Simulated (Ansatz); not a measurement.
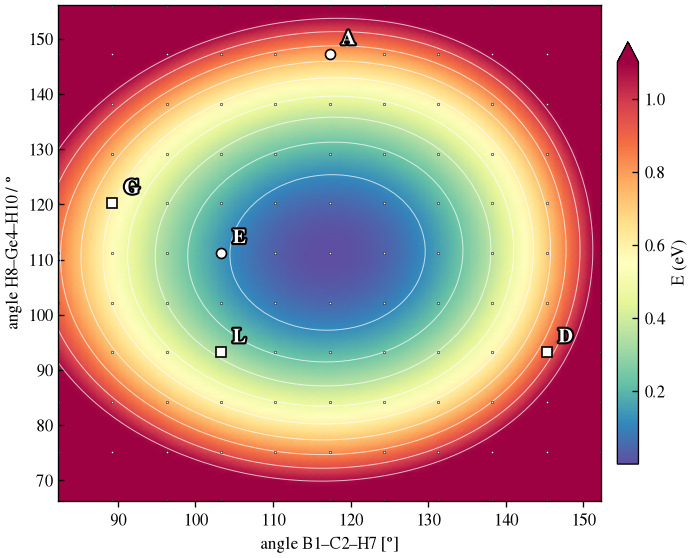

CH6BClGe, SMILES B[CH](Cl)[GeH3]. Coordinates scanned: (1) angle B1–C2–H7; (2) angle H8–Ge4–H10. Nothing is relaxed (all other coordinates rigid). The scan uses an 11 × 11 grid. Energies: eV, counted from the relaxed molecule at the same level. These are results of Ansatz 0.2.0, RKS PBE0-D4/def2-TZVP, not measurements.

Drawn: a smooth colour map with a few white contour lines, dots at the grid points, one colour for all values above the top of the scale, lettered points. Between grid points the surface is interpolated.

**Is L the lowest point of the computed grid?**

No. L lies 0.33 eV above the lowest grid point, which is at angle B1–C2–H7 = 117.3°, angle H8–Ge4–H10 = 111.2°.

**What kind of point is each of A, D, E, G, L: minimum, saddle, maximum or slope?**

A: on a slope; D: on a slope; E: on a slope; G: on a slope; L: on a slope. (In these two coordinates alone; a stationary point may lie a little off the grid point.)
